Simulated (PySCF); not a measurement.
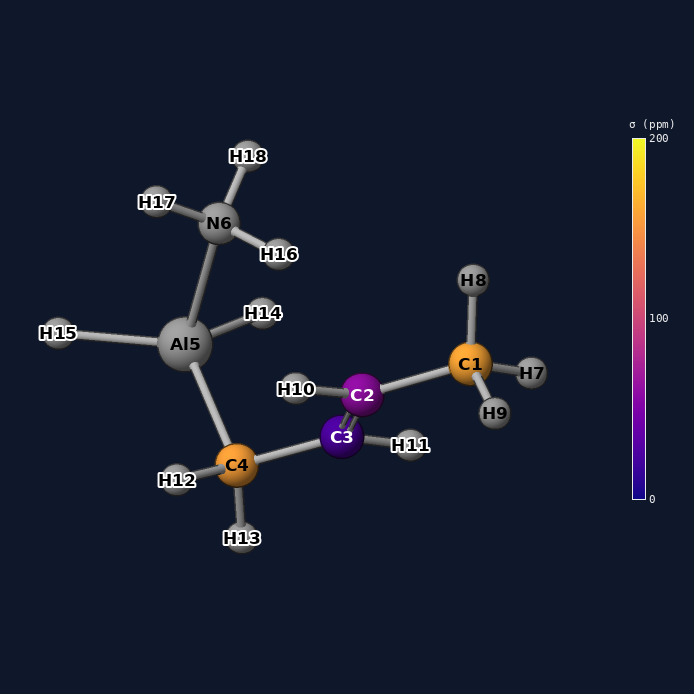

Atoms are coloured by their isotropic NMR shieldings (C only, the others grey). Computed geometry: PBE0-D3(BJ)/def2-SVP optimisation. No frequency run is at hand to confirm it as a minimum. Method: GIAO LDA/pcSseg-1 NMR shielding, non-relativistic, gas phase (PySCF 2.14.0).

List the isotropic NMR shieldings of the C atoms.

```csv
atom,σ (ppm)
C1,159.7
C2,60.2
C3,26.5
C4,156.6
```
